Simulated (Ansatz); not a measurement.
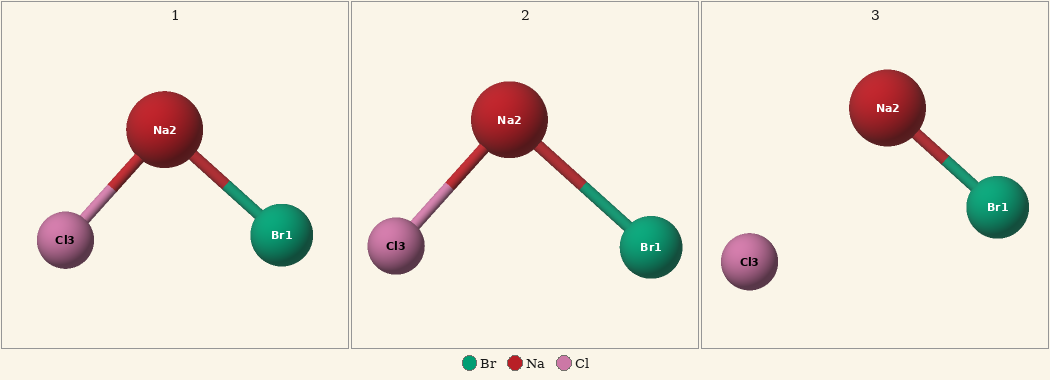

The system Br⁻ + NaCl. 
- First axis: distance Br1–Na2. Second axis: distance Na2–Cl3.
- Nothing is relaxed (the angle Br1–Na2–Cl3 is fixed at 90 degrees).
- The grid has 10 × 10 points.
- Points are written as (first, second).
- All energies are given in kcal/mol relative to the lowest grid point.
- These are results of Ansatz, RHF-MP2, frozen core/def2-TZVPD, not measurements.

The numbered pictures are structures from this grid.

Rank them by energy, lowest first.

1, at (2.672 Å, 2.528 Å): 0.0 kcal/mol; 2, at (3.232 Å, 2.889 Å): 9.1 kcal/mol; 3, at (2.514 Å, 3.517 Å): 12.3 kcal/mol.

The map, with the structures marked:

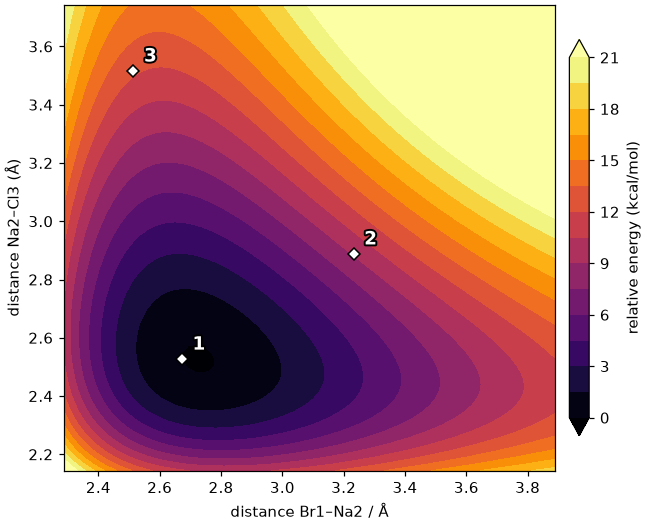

Drawn: filled contours, one colour for all values above the top of the scale. Between grid points the surface is interpolated.
